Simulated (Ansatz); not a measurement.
Process, species as SMILES: F[Si]F (closed-shell singlet) → 2 F atom + Si atom
B3LYP-D3(BJ)/def2-TZVP geometries, fixed; electronic energies without zero-point terms.
Largest species:
```xyz
3

Si     0.0153     0.0127     0.5768
F      1.0240    -0.6902    -0.4611
F     -1.0478     0.6704    -0.4362
```
Charge 0, spin multiplicity 1.

Basis-set convergence of the atomisation energy at PBE0 with Ansatz (a first-principles code). Cartesian d functions, on some or all atoms, in 6-31G**, 6-31+G*; all else is spherical. The program fits the integrals of some runs and decomposes those of others, by size. Open shells are unrestricted. No added dispersion term, no relativity. Functions are those of the species that has most. Reference: the value in aug-cc-pV(5+d)Z, 289.72 kcal/mol, itself unsure by roughly 0.15 kcal/mol (its mean distance from pcseg-4, aug-pcseg-3, aug-cc-pV(Q+d)Z). Deviations are taken from unrounded values.

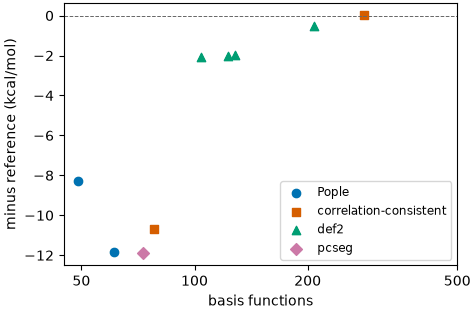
*Deviation from the reference against the number of basis functions, by family of sets.*

```tsv
basis	functions	atomisation energy (kcal/mol)	minus reference (kcal/mol)
6-31G**	49	281.42	-8.30
6-31+G*	61	277.90	-11.82
aug-pcseg-1	73	277.81	-11.91
aug-cc-pV(D+d)Z	78	279.06	-10.67
def2-TZVPP	104	287.66	-2.06
def2-TZVPD	123	287.68	-2.04
def2-TZVPPD	128	287.77	-1.95
def2-QZVPPD	208	289.20	-0.52
cc-pV(5+d)Z	282	289.74	0.02
```
